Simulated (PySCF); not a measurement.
## Run report: La⁸⁺, atomic calculation

La⁸⁺, configuration 1s2 2s2 2p6 3s2 3p6 3d10 4s2 4p6 4d10 5s2 5p1, multiplicity 2. Computed at this level: unrestricted HF, def2-SVP with ECP46, scalar-relativistic core potential (PySCF).

### Input
```python
from pyscf import gto, scf, dft, mp, cc
import basis_set_exchange as bse
txt = bse.get_basis("def2-SVP", elements=["La"], fmt="nwchem", header=False)
cut = txt.index("\nECP")
mol = gto.M(atom="La 0 0 0", charge=8, spin=1, symmetry="D2h",
            basis=gto.basis.parse(txt[:cut]),
            ecp={"La": gto.basis.parse_ecp(txt[cut:])})
mf = scf.UHF(mol)
mf.irrep_nelec = {'Ag': (1, 1), 'B2u': (1, 0)}
mf.kernel()
```

The script is an equivalent of what the driver set up; the driver started from orbitals of its own, so the log can be shorter than this script's would be, and it computed the properties (radii, ⟨L²⟩, response) afterwards. It held the occupations shell by shell, which the script's counts by irreducible representation don't always enforce.

Hardware: 1 thread of Arm Neoverse V2, 23 GiB of memory available, shared host.

The run was one of a batch that the task file lists, launched with:
```bash
OMP_NUM_THREADS=1 python <driver script> TASK.json OUT
```

### Output (extracts)
```
damping factor = 0
level_shift factor = 0
DIIS = <class 'pyscf.scf.diis.CDIIS'>
diis_start_cycle = 1
diis_space = 10
diis_damp = 0
SCF conv_tol = 1e-09
SCF conv_tol_grad = None
number electrons alpha = 2  beta = 1
cycle= 1 E= -15.9037189027809  delta_E= -0.00193  |g|= 0.0118  |ddm|= 0.0814
cycle= 2 E= -15.9037860313953  delta_E= -6.71e-05  |g|= 0.00226  |ddm|= 0.0148
cycle= 3 E= -15.9037885898046  delta_E= -2.56e-06  |g|= 3.83e-05  |ddm|= 0.00343
cycle= 4 E= -15.9037885905056  delta_E= -7.01e-10  |g|= 3.45e-07  |ddm|= 3.25e-05
converged SCF energy = -15.9037885905056  <S^2> = 0.7519555  2S+1 = 2.0019545
```

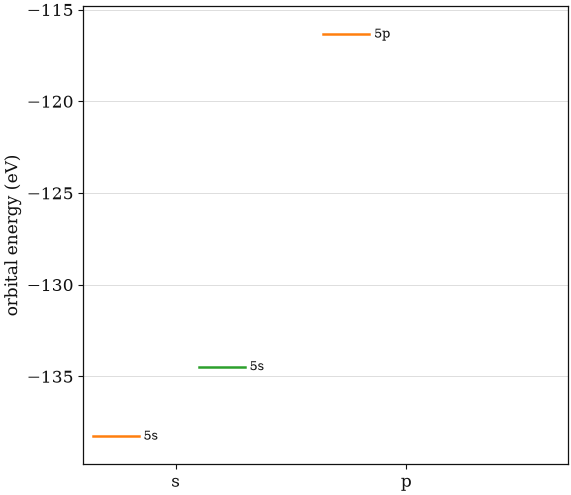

Orbital energies of the mean field, from the top down to −138.3 eV, by angular momentum, α spin at the left of each column and β at the right; ×n counts the orbitals under one label. The highest filled orbital is 5p α at −116.3 eV, the lowest empty one p α at −103.4 eV.

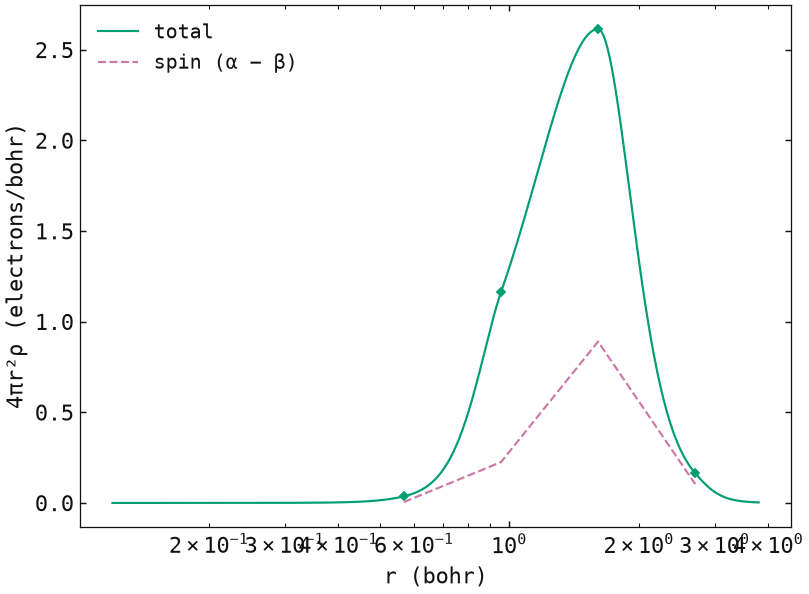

Spherically averaged radial density 4πr²ρ of the mean field (valence electrons alone, under a core potential) and its spin part; markers are the stored points, which are sparse, and the line is a monotone interpolation between them. The largest stored value is 2.61 electrons/bohr at r = 1.6 bohr. Root-mean-square radii of the shells: 5s 1.54, 5p 1.76 bohr.

### Outcome

```
                                                quantity               value
                                                 outcome           converged
total energy (valence electrons, under a core potential)  −15.903789 hartree
                                                    ⟨S²⟩               0.752
                                                    ⟨L²⟩                2.01
                                          SCF iterations                   4
```

### What is odd here

This input holds a deliberate oddity: basis of the neutral atom used for a highly charged ion. The program ran to the end. Its numbers are those of this setting; this run alone doesn't show how far the oddity moves them.
